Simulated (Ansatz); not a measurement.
# What MgZrO3 (built on the sites of a database entry of BaZrO3) distorts into, part 3 of 3

Aim: this structure of MgZrO3 (built on the sites of a database entry of BaZrO3) is to be tested for unstable modes, and one is followed downhill.

Ansatz 0.2.0; DFT PBEsol, scalar-relativistic, plane waves, norm-conserving pseudopotentials.

So far. Step 5 (Energy along the mode, all amplitudes (two of the runs …): The lowest of the steps tried is the last one, at 0.6 Å, 205 meV/atom below the parent; the bottom of the well need not coincide with a step. Step 7 (The new phase in its own primitive cell): The largest force component left is 0.70 meV/Å and the pressure is 0.005 GPa, within the tolerances set. The cell now holds 13.90 Å³/atom. The relaxed cell has a = 3.921, c = 4.521 Å (conventional setting).

The structure was built from a prototype and need not be the compound's stable phase.

## Step 8: Modes of the new phase, k-mesh 6×6×6

A relaxed structure may still be a saddle point, so its zone-centre modes are computed. The response to a homogeneous field gives the Born charges and the dielectric tensor, and its change with displacement the Raman tensors.

Contents of input.yaml:

```yaml
crystal:
  lattice:
    - [3.9210192357, 0.0, 0.0]
    - [0.0, 3.9210192357, 0.0]
    - [0.0, 0.0, 4.5207456414]
  atoms:
    - { symbol: Mg, position: [0.0, 0.0, 0.8030241848] }
    - { symbol: Zr, position: [0.5, 0.5, 0.4843285585] }
    - { symbol: O, position: [0.0, 0.5, 0.6226708359] }
    - { symbol: O, position: [0.5, 0.5, 0.0641005328] }
    - { symbol: O, position: [0.5, 0.0, 0.6226708359] }
kpoints:
  mp_grid: { grid: [6, 6, 6] }
hamiltonian:
  xc: pbesol
  pseudopotentials: { kind: nc }
scf:
  occupations: { method: fixed }
output:
  eigenvalues: true
phonons:
  method: dfpt
  dielectric: true
  rigid_motions: translations
  raman: true
```

On the command line:

```console
$ ansatz run input.yaml --threads 4 --pin off --max-ram 7168MiB --backend cpu --events-out ev --progress --plain --runs-dir out
```

Numbers of over 12 decimals in the logs are rounded to 6 here.

The log of the run:

```text
[...]
Crystal: 5 atoms, lattice volume = 69.504 Å³
Basis set: ecut = 1142.878222 eV, 6117 PW (Γ), exchange–correlation on 90×90×100 points (8 copies of the dense FFT grid, shifted against one another)
Bands: 25, of which v1, the nominal top of the filled ones, is band 20 counted from 1 (19 counted from 0)
Symmetry: 8 space group operations
k-points: 112 of 216 (irreducible under 1 space group operation, time reversal used)
[...]
SCF iter   1: F=—  HF=-4345.145693 eV  |F-HF|=—  |Δ(HF+E_count)|=         —  Δρ=6.97e-2  dr2=3.62e0  ethr=3.10e-3  ⟨swp⟩=5.7  Hψ=11826  notcnv=0  defer=296
[...]
SCF iter  12: F=-4343.821509 eV  HF=-4343.821509 eV  |F-HF|=3.64e-12  |Δ(HF+E_count)|=  1.88e-10  Δρ=2.20e-7  dr2=3.15e-11  ethr=1.00e-12  ⟨swp⟩=16.0  Hψ=20285  notcnv=0
SCF 1 converged in 12 iterations: F = -4343.821509 eV  dr2 = 3.15e-11
[...]
Bands: 21, of which v1, the nominal top of the filled ones, is band 20 counted from 1 (19 counted from 0)
k-points: 60 of 800 (time reversal used)
[...]
Eigensolver: Dense (60 Hₖ)
SCF iter   1: F=—  HF=-4343.808283 eV  |F-HF|=—  |Δ(HF+E_count)|=         —  Δρ=1.95e-4  dr2=1.77e-6  ethr=1.00e-1
[...]
SCF iter   6: F=-4343.808289 eV  HF=-4343.808289 eV  |F-HF|=3.37e-11  |Δ(HF+E_count)|=  3.00e-11  Δρ=3.23e-7  dr2=5.13e-11  ethr=1.36e-12
SCF 1 converged in 6 iterations: F = -4343.808289 eV  dr2 = 5.13e-11
DFPT response loops at Γ: preconditioner auto → none (the input reference at scf.mixing.eps_inf says where Resta's filter doesn't serve); β = 0.50; Broyden in place of MSR1
[...]
SCF converged after 12 iterations
Free energy (F): -4343.821509 eV
[...]
Internal energy: -4343.821509 eV  (E = F + TS)
E sigma→0 (E₀):  -4343.821509 eV
Fermi energy:    6.485404 eV
[...]
--- Band table (eV; the first three rows and the last of 112) ---
  k-point 0: bands = [... 16 lower, 5.0176, 5.9570, 5.9570, 6.1808, 8.7732, 10.3087, 13.3013, 13.3013, ... 1 higher]
  k-point 1: bands = [... 16 lower, 4.9381, 5.9227, 6.1070, 6.1070, 9.1243, 10.3216, 13.4330, 13.4330, ... 1 higher]
  k-point 2: bands = [... 16 lower, 4.8366, 5.4511, 6.3438, 6.3438, 10.0589, 10.3476, 13.1447, 13.7204, ... 1 higher]
  k-point 111: bands = [... 16 lower, 4.4489, 5.6538, 6.4310, 6.4310, 9.8975, 12.6280, 12.6280, 13.9614, ... 1 higher]
[...]
k mesh reduced under 1 symmetry operation, with k and −k counted as one. Each operation leaves every solved perturbation unchanged. A smaller set is not considered because the run solves the response to a homogeneous field
  ASR residual: 9.055e-3 → 0.000e0 eV/Å²; symmetrization residual: 1.287e-5 eV/Å²
  ASR residual per site (eV/Å²): 9.05e-3 2.35e-4 1.21e-4 2.90e-4 1.21e-4
[...]
ε∞ (high-frequency dielectric tensor):
        3.967405     0.000000    -0.000000
        0.000000     3.967405     0.000000
       -0.000000     0.000000     3.926097
  ε⁰ (static dielectric tensor: ions relaxed, cell fixed):
       61.353858    -0.000000    -0.000000
       -0.000000    61.353858    -0.000000
       -0.000000    -0.000000    10.150886
  ε⁰ − ε∞ (ionic part):
       57.386453    -0.000000    -0.000000
       -0.000000    57.386453    -0.000000
       -0.000000    -0.000000     6.224789
[...]
Born effective charges Z* (e; rows j = field, columns β = displacement):
    site 0:
         2.36260    0.00000   -0.00000
         0.00000    2.36260    0.00000
        -0.00000    0.00000    2.05106
    site 1:
         4.72631    0.00000    0.00000
         0.00000    4.72631    0.00000
         0.00000    0.00000    4.60584
    site 2:
        -3.90884    0.00000   -0.00000
         0.00000   -1.75089    0.00000
        -0.00000    0.00000   -1.46098
    site 3:
        -1.42919    0.00000   -0.00000
         0.00000   -1.42919    0.00000
         0.00000    0.00000   -3.73495
    site 4:
        -1.75089    0.00000    0.00000
         0.00000   -3.90884    0.00000
        -0.00000    0.00000   -1.46098
  Z* charge neutrality: 1.306e-3 e pre-enforcement
  solved inside a basis spanned on kpoints, on 10×10×8 k-points: ε∞ is read to err by 1.1e-2, Z* by 1.9e-2 e (field_mesh: kpoints solves on kpoints); Z* is corrected for what the basis lacks
[...]
optical modes at Γ without the LO–TO term, one row a degenerate level:
      ω (cm⁻¹)  modes    IR ((D/Å)²/amu)  static Raman (Å⁴/amu)  depolarisation
         44.26      2             6.3947                21.9771           0.750
        252.75      1             4.6802                48.2300           0.023
        267.19      2             3.4373                15.8337           0.750
        300.07      1             0.0000                 2.9269           0.750
        313.84      2            32.5848                 5.4962           0.750
        398.58      1            14.5377                16.3892           0.016
        631.11      2            38.2763                75.1412           0.750
        656.56      1            16.4122               387.0211           0.000
  optical modes at Γ + LO–TO along q̂ = [1.0000, 0.0000, 0.0000]:
      ω (cm⁻¹)  modes    IR ((D/Å)²/amu)  static Raman (Å⁴/amu)  depolarisation
         44.26      1             3.1973                10.9885           0.750
        100.67      1             0.3310                 2.6249           0.750
        252.75      1             4.6802                48.2300           0.023
        267.19      1             1.7186                 7.9169           0.750
        271.20      1             0.0422                 4.1735           0.750
        300.07      1             0.0000                 2.9269           0.750
        313.84      1            16.2924                 2.7481           0.750
        398.58      1            14.5377                16.3892           0.016
        430.91      1             5.9849                 7.0853           0.750
        631.11      1            19.1381                37.5706           0.750
        656.56      1            16.4122               387.0211           0.000
        782.84      1            33.9884                 0.0035           0.750
  optical modes at Γ + LO–TO along q̂ = [0.0000, 1.0000, 0.0000]:
      ω (cm⁻¹)  modes    IR ((D/Å)²/amu)  static Raman (Å⁴/amu)  depolarisation
         44.26      1             3.1973                10.9885           0.750
        100.67      1             0.3310                 2.6249           0.750
        252.75      1             4.6802                48.2300           0.023
        267.19      1             1.7186                 7.9169           0.750
        271.20      1             0.0422                 4.1735           0.750
        300.07      1             0.0000                 2.9269           0.750
        313.84      1            16.2924                 2.7481           0.750
        398.58      1            14.5377                16.3892           0.016
        430.91      1             5.9849                 7.0853           0.750
        631.11      1            19.1381                37.5706           0.750
        656.56      1            16.4122               387.0211           0.000
        782.84      1            33.9884                 0.0035           0.750
  optical modes at Γ + LO–TO along q̂ = [0.0000, 0.0000, 1.0000]:
      ω (cm⁻¹)  modes    IR ((D/Å)²/amu)  static Raman (Å⁴/amu)  depolarisation
         44.26      2             6.3947                21.9771           0.750
        267.19      2             3.4373                15.8337           0.750
        277.79      1             0.5679                 9.5467           0.063
        300.07      1             0.0000                 2.9269           0.750
        313.84      2            32.5848                 5.4962           0.750
        487.03      1             5.5267                38.7290           0.004
        631.11      2            38.2763                75.1412           0.750
        786.09      1            29.5354               144.4925           0.002
```

Elapsed: 8.7 min, on 4 threads of Arm Neoverse V2, shared host; peak memory 3 GiB; 33 min of CPU time.

Numbers from this step:

```
sum-rule residual before enforcement                    : 0.009055 eV/Å²
miss of the charge sum rule                             : 0.001306 e
estimated error of the dielectric tensor                : 0.01115
estimated error of the Born charges                     : 0.01864 e
point group                                             : 4mm
highest optical mode at the zone centre (no LO-TO term) : 656.6 cm⁻¹
lowest optical zone-centre mode                         : 44.26 cm⁻¹
mean high-frequency dielectric constant                 : 3.954
largest Born charge (third of the trace)                : 4.686 e
mean static dielectric constant                         : 44.29
top of the zone-centre spectrum with the field          : 786.1 cm⁻¹
```

Without the LO-TO term. Patterns of degenerate modes are one choice out of their space. The modes at Γ (shares of kinetic energy by element, %):

| mode | frequency (cm⁻¹) | symmetry | Mg % | Zr % | O % |
| --- | --- | --- | --- | --- | --- |
| 1 | 0.0 | acoustic | 15 | 56 | 29 |
| 2 | 0.0 | acoustic | 15 | 56 | 29 |
| 3 | 0.0 | acoustic | 15 | 56 | 29 |
| 4 | 44.3 | E | 27 | 0 | 73 |
| 5 | 44.3 | E | 27 | 0 | 73 |
| 6 | 252.8 | A1 | 83 | 12 | 5 |
| 7 | 267.2 | E | 33 | 36 | 31 |
| 8 | 267.2 | E | 33 | 36 | 31 |
| 9 | 300.1 | B1 | 0 | 0 | 100 |
| 10 | 313.8 | E | 25 | 2 | 73 |
| 11 | 313.8 | E | 25 | 2 | 73 |
| 12 | 398.6 | A1 | 1 | 24 | 75 |
| 13 | 631.1 | E | 0 | 6 | 94 |
| 14 | 631.1 | E | 0 | 6 | 94 |
| 15 | 656.6 | A1 | 1 | 9 | 90 |

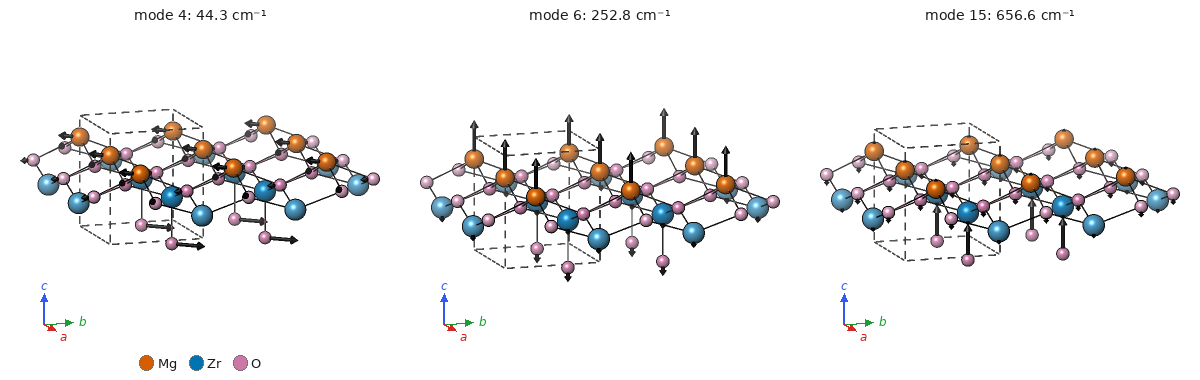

Displacement patterns of modes 4, 6 and 15 at Γ; arrows are exaggerated. 2×2×1 cells are drawn. Some periodic images of atoms are drawn too.

Optical modes at the zone centre, without and with the macroscopic field of the longitudinal modes; each column is sorted by frequency, so a row need not hold one and the same mode. Modes with and without the field, by row:

| rank among optical modes | no field (cm⁻¹) | q along (1, 0, 0) (cm⁻¹) | q along (0, 0, 1) (cm⁻¹) |
| --- | --- | --- | --- |
| 1 | 44.3 | 44.3 | 44.3 |
| 2 | 44.3 | 100.7 | 44.3 |
| 3 | 252.8 | 252.8 | 267.2 |
| 4 | 267.2 | 267.2 | 267.2 |
| 5 | 267.2 | 271.2 | 277.8 |
| 6 | 300.1 | 300.1 | 300.1 |
| 7 | 313.8 | 313.8 | 313.8 |
| 8 | 313.8 | 398.6 | 313.8 |
| 9 | 398.6 | 430.9 | 487 |
| 10 | 631.1 | 631.1 | 631.1 |
| 11 | 631.1 | 656.6 | 631.1 |
| 12 | 656.6 | 782.8 | 786.1 |

Born charge (rows field, columns displacement) (e), principal values of the symmetric part by kind of site:

| atom | atoms with these values | low | middle | high | mean |
| --- | --- | --- | --- | --- | --- |
| Mg1 | 1 | 2.05 | 2.36 | 2.36 | 2.26 |
| Zr2 | 1 | 4.61 | 4.73 | 4.73 | 4.69 |
| O3 | 2 | -3.91 | -1.75 | -1.46 | -2.37 |
| O4 | 1 | -3.73 | -1.43 | -1.43 | -2.20 |

In full for O4:

```
-1.43  0.00  0.00
 0.00 -1.43  0.00
 0.00  0.00 -3.73
```

High-frequency dielectric tensor:

```
3.97 0.00 0.00
0.00 3.97 0.00
0.00 0.00 3.93
```

Static dielectric tensor (ions relaxed, fixed cell):

```
61.35  0.00  0.00
 0.00 61.35  0.00
 0.00  0.00 10.15
```

Transverse modes. Lines of the infrared spectrum (strongest = 100):

| position (cm⁻¹) | label | relative intensity |
| --- | --- | --- |
| 44 | E | 17 |
| 253 | A1 | 12 |
| 267 | E | 9.0 |
| 300 | B1 | 0.0 |
| 314 | E | 85 |
| 399 | A1 | 38 |
| 631 | E | 100 |
| 657 | A1 | 43 |

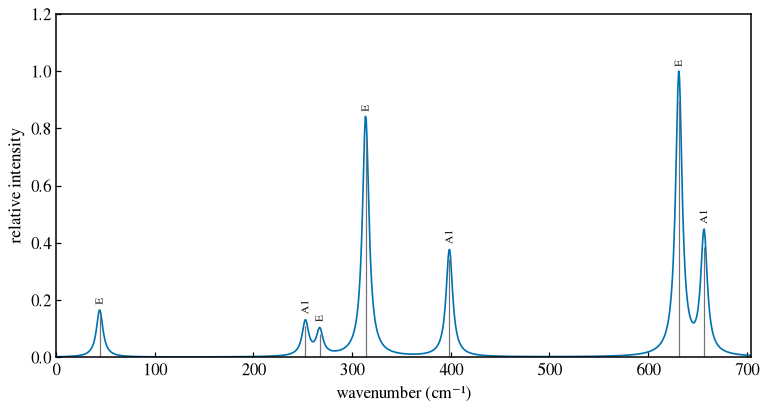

The infrared spectrum, broadened with Lorentzians of width 8 cm⁻¹; bars mark the lines.

Activity x (w_L - w)^4 (n + 1)/w, 532 nm, 300 K; modes without the macroscopic field alone. Raman lines, with heights relative to the strongest:

| position (cm⁻¹) | label | relative intensity |
| --- | --- | --- |
| 44 | E | 100 |
| 253 | A1 | 10 |
| 267 | E | 3.0 |
| 300 | B1 | 0.5 |
| 314 | E | 0.8 |
| 399 | A1 | 1.7 |
| 631 | E | 4.2 |
| 657 | A1 | 21 |

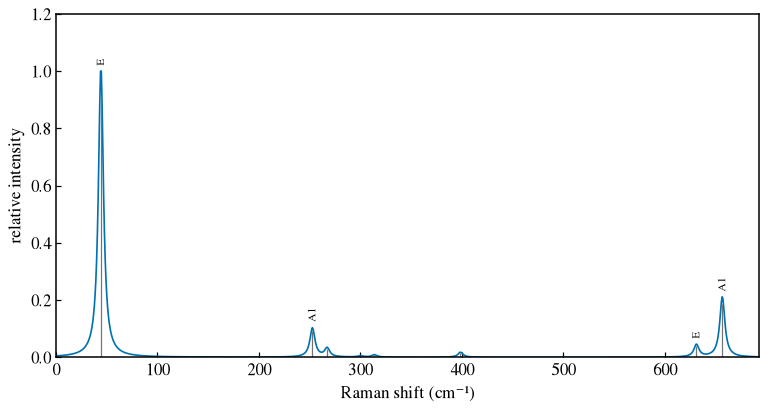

The Raman spectrum, broadened with Lorentzians of width 6 cm⁻¹; bars mark the lines.

Before it was imposed, the acoustic sum rule was missed by 0.0091 eV/Å² and the charge sum rule by 0.0013 e. Small misses are needed for a sound result but don't prove that mesh and cutoff are converged. The lowest optical mode is real, 44.3 cm⁻¹.

## Step 9: Outcome

| Property | Result |
| --- | --- |
| unstable mode of the parent | q = (0, 0, 0), 258i cm⁻¹ |
| depth at the lowest point sampled | 205 meV/atom |
| largest atomic shift at that point | 0.6 Å |
| space group reached (within 0.01 Å) | P4mm |
| energy gained over the parent (first relaxation, on the mesh of the frozen mode) | 278 meV/atom |
| volume per atom, phase reached | 13.9 Å³ |
| gap on the k-mesh, phase reached | 2.29 eV |
| lowest optical zone-centre mode, phase reached | 44.3 cm⁻¹ |
| highest optical mode at the zone centre (no LO-TO term), phase reached | 657 cm⁻¹ |

What this shows: Along this mode the structure falls into P4mm, 278 meV/atom below the parent. At the parent's cell the well is 204.5 meV/atom deep on the steps tried, with its lowest point at a shift of 0.6 Å. That is the last step tried, so the steps alone don't bracket the bottom of the well. Relaxing atoms and cell changes the gain by +73.80 meV/atom against the lowest step (energies at zero smearing). The new phase has no imaginary mode at the zone centre of its cell; other wavevectors were not checked. Of the 5 patterns followed to their end from this parent, this one ends 76.2 meV/atom above the lowest, R32. Each path keeps the symmetry of its pattern, so a lower phase may lie along a pattern not tried. With the field response the log warns that the k mesh is coarse for the force constants too, so the frequencies may not be converged. The starting cell was built on a prototype and not taken from a measurement, so the phase need not exist.

[Logs are printed without paths, hosts, clocks, repeated set-up lines and the standing remarks that a program may print on its own settings, such as how far it seeks lower states.]

[Hosts, paths, dates, database ids (printed as entryN), source tags and the programs' standing remarks are cut or masked in the printed files.]
